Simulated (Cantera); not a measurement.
Feed: 1 mol Si₂Cl₆, 5 mol NH₃, 0.23 mol H₂, held at 100000 Pa.

These are equilibrium values from Cantera (NASA tables, ideal gas, pure condensed phases), not measurements of a reactor. Candidate condensed phases: NH₄Cl, Si, Si₃N₄; 28 gas species. The feed counts by its element totals alone. The tables' values for SiCl₃, SiCl are old estimates; treat these amounts as uncertain. Equilibrium is a limit: real reactors are often held back by kinetics, nucleation or transport.

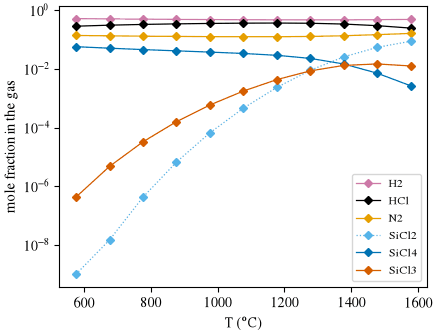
Fig. 1. Equilibrium gas composition (values under 1e-9 drawn at 1e-9)

From 577 °C to 1577 °C the condensed part is Si₃N₄(s). The main Si-bearing gas is SiCl₄ at 577 °C and SiCl₂ at 1577 °C. The share of Si in condensed phases is highest at 1077 °C (77.5 %) and lowest at 1577 °C (34.0 %).
